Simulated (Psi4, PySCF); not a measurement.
Two rigid molecules brought together: H3N ··· CH5N (SMILES N and CN). Monomers: optimised at B3LYP-D3(BJ) (def2-TZVP), held rigid. Orientation: lowest of the rigid-body minima from ten starts at GFN2-xTB. Only R, the distance of the centres of mass, is varied, so the lowest point isn't the relaxed dimer.

Geometry at R = 3.37 Å (first 4 atoms: monomer A):
```
11

N      0.0001    -0.0007     0.2791
H     -0.4496     0.8289    -0.0909
H     -0.4930    -0.8035    -0.0947
H      0.9424    -0.0248    -0.0936
C     -0.3234     3.5568    -0.8890
N     -1.3391     2.5073    -0.9627
H      0.1462     3.5335     0.0957
H      0.4571     3.3533    -1.6239
H     -0.6921     4.5773    -1.0626
H     -2.0704     2.6670    -0.2803
H     -1.7823     2.5000    -1.8733
```

Levels: RKS-LDA (SVWN5)/6-31G* = PySCF with restricted LDA (SVWN5)/6-31G*, spherical d, no counterpoise correction; SCS-MP2/aug-cc-pVDZ = DF-SCS-MP2/aug-cc-pVDZ, frozen core, counterpoise-corrected run with Psi4 1.11; RKS-B3LYP/6-31G* = restricted B3LYP/6-31G*, spherical d, no counterpoise correction (PySCF); revPBE/def2-TZVP, counterpoise-corrected (Psi4); RMP2/3-21G = restricted MP2 (frozen core)/3-21G, no counterpoise correction (PySCF 2.14.0).

Interaction energies in kJ/mol (negative: bound); R is the distance of the centres of mass, d the H2···N6 distance.

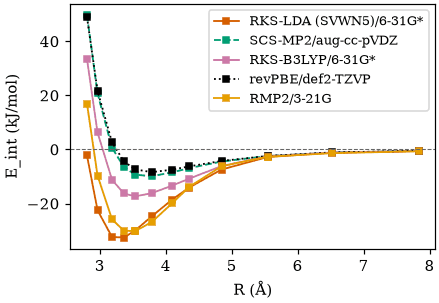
Fig. 1. Interaction energy against separation.

```json
[
 {"R / Å": "2.81", "d / Å": "1.55", "RKS-LDA (SVWN5)/6-31G*": "-2.20", "SCS-MP2/aug-cc-pVDZ": "49.77", "RKS-B3LYP/6-31G*": "33.47", "revPBE/def2-TZVP": "49.01", "RMP2/3-21G": "16.97"},
 {"R / Å": "2.97", "d / Å": "1.70", "RKS-LDA (SVWN5)/6-31G*": "-22.48", "SCS-MP2/aug-cc-pVDZ": "20.74", "RKS-B3LYP/6-31G*": "6.28", "revPBE/def2-TZVP": "21.68", "RMP2/3-21G": "-9.65"},
 {"R / Å": "3.19", "d / Å": "1.91", "RKS-LDA (SVWN5)/6-31G*": "-32.39", "SCS-MP2/aug-cc-pVDZ": "0.62", "RKS-B3LYP/6-31G*": "-11.24", "revPBE/def2-TZVP": "2.60", "RMP2/3-21G": "-25.89"},
 {"R / Å": "3.37", "d / Å": "2.09", "RKS-LDA (SVWN5)/6-31G*": "-32.59", "SCS-MP2/aug-cc-pVDZ": "-6.54", "RKS-B3LYP/6-31G*": "-16.30", "revPBE/def2-TZVP": "-4.43", "RMP2/3-21G": "-30.06"},
 {"R / Å": "3.54", "d / Å": "2.26", "RKS-LDA (SVWN5)/6-31G*": "-30.00", "SCS-MP2/aug-cc-pVDZ": "-9.32", "RKS-B3LYP/6-31G*": "-17.36", "revPBE/def2-TZVP": "-7.37", "RMP2/3-21G": "-30.22"},
 {"R / Å": "3.79", "d / Å": "2.50", "RKS-LDA (SVWN5)/6-31G*": "-24.78", "SCS-MP2/aug-cc-pVDZ": "-9.93", "RKS-B3LYP/6-31G*": "-16.20", "revPBE/def2-TZVP": "-8.41", "RMP2/3-21G": "-26.91"},
 {"R / Å": "4.10", "d / Å": "2.81", "RKS-LDA (SVWN5)/6-31G*": "-18.58", "SCS-MP2/aug-cc-pVDZ": "-8.48", "RKS-B3LYP/6-31G*": "-13.40", "revPBE/def2-TZVP": "-7.49", "RMP2/3-21G": "-19.95"},
 {"R / Å": "4.36", "d / Å": "3.06", "RKS-LDA (SVWN5)/6-31G*": "-14.09", "SCS-MP2/aug-cc-pVDZ": "-6.91", "RKS-B3LYP/6-31G*": "-10.80", "revPBE/def2-TZVP": "-6.27", "RMP2/3-21G": "-13.86"},
 {"R / Å": "4.85", "d / Å": "3.55", "RKS-LDA (SVWN5)/6-31G*": "-7.44", "SCS-MP2/aug-cc-pVDZ": "-4.47", "RKS-B3LYP/6-31G*": "-6.17", "revPBE/def2-TZVP": "-4.26", "RMP2/3-21G": "-6.22"},
 {"R / Å": "5.55", "d / Å": "4.25", "RKS-LDA (SVWN5)/6-31G*": "-2.80", "SCS-MP2/aug-cc-pVDZ": "-2.44", "RKS-B3LYP/6-31G*": "-2.51", "revPBE/def2-TZVP": "-2.41", "RMP2/3-21G": "-2.68"},
 {"R / Å": "6.53", "d / Å": "5.22", "RKS-LDA (SVWN5)/6-31G*": "-1.22", "SCS-MP2/aug-cc-pVDZ": "-1.19", "RKS-B3LYP/6-31G*": "-1.14", "revPBE/def2-TZVP": "-1.11", "RMP2/3-21G": "-1.36"},
 {"R / Å": "7.84", "d / Å": "6.53", "RKS-LDA (SVWN5)/6-31G*": "-0.59", "SCS-MP2/aug-cc-pVDZ": "-0.55", "RKS-B3LYP/6-31G*": "-0.56", "revPBE/def2-TZVP": "-0.51", "RMP2/3-21G": "-0.68"}
]
```

Lowest grid point: RKS-LDA (SVWN5)/6-31G* -32.59 kJ/mol at R = 3.37 Å; SCS-MP2/aug-cc-pVDZ -9.93 kJ/mol at R = 3.79 Å; RKS-B3LYP/6-31G* -17.36 kJ/mol at R = 3.54 Å; revPBE/def2-TZVP -8.41 kJ/mol at R = 3.79 Å; RMP2/3-21G -30.22 kJ/mol at R = 3.54 Å.
